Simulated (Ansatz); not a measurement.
# [NO3]− (nitrate): levels of theory compared

Aim: a comparison of 6 runs (B3LYP/STO-3G, CAM-B3LYP/STO-3G, UB3LYP/STO-3G, r2SCAN/STO-3G, wB97M-V/STO-3G, CCSDT(Q)/STO-3G) of [NO3]− (nitrate). 

The results are computed with Ansatz 0.2.0.

9 further runs of the same task are left out: 7 that didn't finish, 2 set aside as unsound or not needed.

## 1. The structure to begin with

The species is [NO3]− (4 atoms), meant as a singlet with charge -1. SMILES: `O=[N+]([O-])[O-]`. The O3–N2 distance was set to 2.470 Å, away from the relaxed value. At this shape a bond of the SMILES string is far longer than usual.

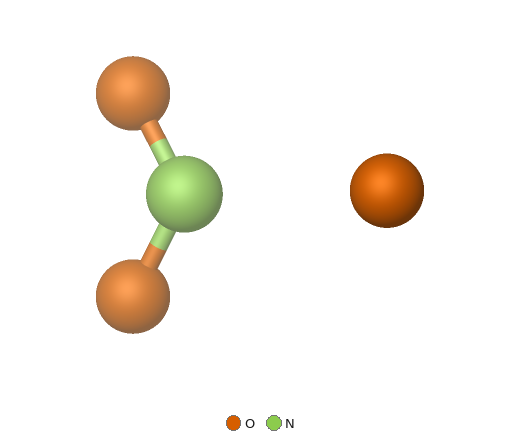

The structure, seen from a chosen angle (oxygen orange, nitrogen green).

## 2. A single-point energy at B3LYP/STO-3G (run 1)

Input file input.yaml:

```yaml
crystal:
  periodic: [false, false, false]
  atoms:
    - {symbol: O, position_ang: [-0.178143, 1.618631, 1.386899]}
    - {symbol: N, position_ang: [-0.479863, 1.094901, 0.309669]}
    - {symbol: O, position_ang: [0.467940, -1.101740, -0.303400]}
    - {symbol: O, position_ang: [-1.231603, 1.683121, -0.473591]}
basis:
  gaussian: {orbitals: STO-3G}
total_charge: -1
hamiltonian: {xc: {name: B3LYP}}
accuracy: high
```

Command:

```
$ ansatz run input.yaml --threads 1 --pin off --max-ram 2610MiB --events-out events.jsonl --progress --plain --runs-dir runs
```

Log:

```text
Warning: RAYON_NUM_THREADS=1 ignored (pool sized by the plan → 1); use --threads N
Functional definition: B3LYP
  name "B3LYP"
  parameter a0 = 0.2
  parameter ax = 0.72
  parameter ac = 0.81
  exchange = (1 - a0 - ax)*slater_x + ax*b88_x + a0*exact_x
  correlation = (1 - ac)*vwn_rpa_c + ac*lyp_c
351 factors; integrals over basis functions are off by at most 3.0e-8 eV
mean field evaluation 1: about -7481.8404 eV, gradient 4.3e1 eV
mean field evaluation 2: about -6914.0620 eV, gradient 4.7e1 eV
mean field evaluation 4: about -7480.7195 eV, gradient 2.5e1 eV
mean field evaluation 8: about -7513.5425 eV, gradient 1.2e0 eV
mean field evaluation 16: about -7513.5732 eV, gradient 1.3e-8 eV
mean field -7513.57323698 eV, -276.1187235761 hartree, gradient 1.5e-8 eV, S^2 0.000000; 4 other end points of the search recorded, 0 dependent functions left out
reference -7513.57325661 eV, -276.1187242977 hartree; 16, 16 occupied and 4, 4 virtual orbitals, 351 factors
Total energy: -7513.57325661 eV, -276.1187242977 hartree
```

Wall time 1.4 s (1 thread of Arm Neoverse V1, shared host).

## 3. The energy at CAM-B3LYP/STO-3G (run 2)

Input file run.yaml:

```yaml
crystal:
  periodic: [false, false, false]
  atoms:
    - symbol: O
      position_ang: [-0.178143, 1.618631, 1.386899]
    - symbol: N
      position_ang: [-0.479863, 1.094901, 0.309669]
    - symbol: O
      position_ang: [0.467940, -1.101740, -0.303400]
    - symbol: O
      position_ang: [-1.231603, 1.683121, -0.473591]
basis:
  gaussian:
    orbitals: STO-3G
total_charge: -1
hamiltonian:
  xc: {name: CAM-B3LYP}
accuracy: high
```

Command:

```
$ ansatz run run.yaml --threads 1 --pin off --max-ram 2610MiB --events-out events.jsonl --progress --plain --runs-dir runs
```

Log:

```text
Warning: RAYON_NUM_THREADS=1 ignored (pool sized by the plan → 1); use --threads N
Functional definition: CAM-B3LYP
  name "CAM-B3LYP"
  parameter alpha = 0.19
  parameter beta = 0.46
  parameter omega = 0.33/bohr
[... 1 set-up line as earlier in the session ...]
  exchange = (1 - alpha - beta)*b88_x + beta*b88_x_sr(omega) + alpha*exact_x + beta*exact_x_lr(omega)
  correlation = (1 - ac)*vwn5_c + ac*lyp_c
351 factors; integrals over basis functions are off by at most 3.0e-8 eV
162 factors; integrals over basis functions are off by at most 1.4e-9 eV
mean field evaluation 1: about -7477.7176 eV, gradient 4.6e1 eV
mean field evaluation 2: about -7239.0617 eV, gradient 3.5e1 eV
mean field evaluation 4: about -7477.1227 eV, gradient 1.8e1 eV
mean field evaluation 8: about -7510.1403 eV, gradient 3.7e0 eV
mean field evaluation 16: about -7510.2045 eV, gradient 7.3e-8 eV
mean field -7510.20449301 eV, -275.9949245186 hartree, gradient 7.3e-8 eV, S^2 0.000000; 2 other end points of the search recorded, 0 dependent functions left out
reference -7510.20450255 eV, -275.9949248693 hartree; 16, 16 occupied and 4, 4 virtual orbitals, 351 factors
Total energy: -7510.20450255 eV, -275.9949248693 hartree
```

It took 1.4 s on 1 thread of Arm Neoverse V1, shared host; peak memory 0.092 GiB.

## 4. A single-point energy at UB3LYP/STO-3G (run 3)

Input file molecule.yaml:

```yaml
crystal:
  periodic: [false, false, false]
  atoms:
    - {symbol: O, position_ang: [-0.178143, 1.618631, 1.386899]}
    - {symbol: "N", position_ang: [-0.479863, 1.094901, 0.309669]}
    - {symbol: O, position_ang: [0.467940, -1.101740, -0.303400]}
    - {symbol: O, position_ang: [-1.231603, 1.683121, -0.473591]}
basis:
  gaussian: {orbitals: STO-3G}
total_charge: -1
magnetization: {spin_polarized: true, initial_magnetization: 0}
hamiltonian: {xc: {name: B3LYP}}
accuracy: high
```

Command:

```
$ ansatz run molecule.yaml --threads 1 --pin off --max-ram 2610MiB --events-out events.jsonl --progress --plain --runs-dir runs
```

Log, shortened:

```text
Warning: RAYON_NUM_THREADS=1 ignored (pool sized by the plan → 1); use --threads N
[... 7 set-up lines as earlier in the session ...]
351 factors; integrals over basis functions are off by at most 3.0e-8 eV
mean field evaluation 1: about -7481.8404 eV, gradient 3.1e1 eV
mean field evaluation 2: about -6914.0620 eV, gradient 3.3e1 eV
mean field evaluation 4: about -7480.7195 eV, gradient 1.7e1 eV
mean field evaluation 8: about -7513.4238 eV, gradient 2.7e0 eV
mean field evaluation 16: about -7514.8155 eV, gradient 5.4e-2 eV
mean field evaluation 32: about -7514.8318 eV, gradient 2.0e-6 eV
mean field evaluation 64: about -7514.8318 eV, gradient 3.0e-3 eV
mean field -7514.83183829 eV, -276.1649763213 hartree, gradient 2.0e-8 eV, S^2 0.971012; 7 other end points of the search recorded, 0 dependent functions left out
reference -7514.83185815 eV, -276.1649770510 hartree; 16, 16 occupied and 4, 4 virtual orbitals, 351 factors
Total energy: -7514.83185815 eV, -276.1649770510 hartree
```

Wall time 17 s (1 thread of Arm Neoverse V1, shared host); peak memory 0.13 GiB.

Runs 4 to 5 aren't shown in full; the table further down has their settings and results.

## 5. A single-point energy at CCSDT(Q)/STO-3G (run 6)

Input file job.yaml:

```yaml
crystal:
  periodic: [false, false, false]
  atoms:
    - {symbol: O, position_ang: [-0.178143, 1.618631, 1.386899]}
    - {symbol: "N", position_ang: [-0.479863, 1.094901, 0.309669]}
    - {symbol: O, position_ang: [0.467940, -1.101740, -0.303400]}
    - {symbol: O, position_ang: [-1.231603, 1.683121, -0.473591]}
basis:
  gaussian:
    orbitals: STO-3G
total_charge: -1
correlation:
  method: ccsdt_q
  frozen_orbitals: {"N": 1, O: 1}
accuracy: high
scf:
  omitted_lower_state_checks: [cluster_reference, increment]
```

Command:

```
$ ansatz run job.yaml --threads 1 --pin off --max-ram 2610MiB --events-out events.jsonl --progress --plain --runs-dir runs
```

Log:

```text
Warning: RAYON_NUM_THREADS=1 ignored (pool sized by the plan → 1); use --threads N
[... 14 lines left out ...]
4 core orbitals not correlated: weight in the atoms' cores, before any rotation towards them, 1.000 or more for the frozen orbitals, at most 0.000 for the correlated occupied ones
[... 148 lines left out ...]
Total energy: -7484.55505912 eV, -275.0523252092 hartree
Checks for a lower state left out: cluster_reference, increment
```

It took 2.3 s on 1 thread of Arm Neoverse V1, shared host.

## 6. All runs side by side

```
run             level  frozen core orbitals  energy (Eh)  wall time
  1      B3LYP/STO-3G                     –  -276.118724      1.4 s
  2  CAM-B3LYP/STO-3G                     –  -275.994925      1.4 s
  3     UB3LYP/STO-3G                     –  -276.164977       17 s
  4     r2SCAN/STO-3G                     –  -276.061288        3 s
  5    wB97M-V/STO-3G                     –  -276.134164       19 s
  6   CCSDT(Q)/STO-3G                     4  -275.052325      2.3 s
```

## 7. Results

| quantity | value |
| --- | --- |
| run 6: total energy | -275.05233 Eh |
| run 6: correlation energy (4 core orbitals frozen) | -217.3 mEh |
| run 6: T1 diagnostic | 0.029 |

Totals of different functionals can't be ranked against each other. In run 6 the log says that unrestricted orbitals would lower the reference, so the values rest on an unstable closed-shell determinant (other closed-shell runs at this shape may share the fault). In runs 1, 2, 3, 4, 5, 6 the basis is minimal, so the values are rough. Spin contamination of the reference: run 3 ⟨S²⟩ = 0.97. Where it is this large, the reference is a mixture of spin states, and values that rest on it are in doubt. All runs together took 44 s, the longest 19 s.
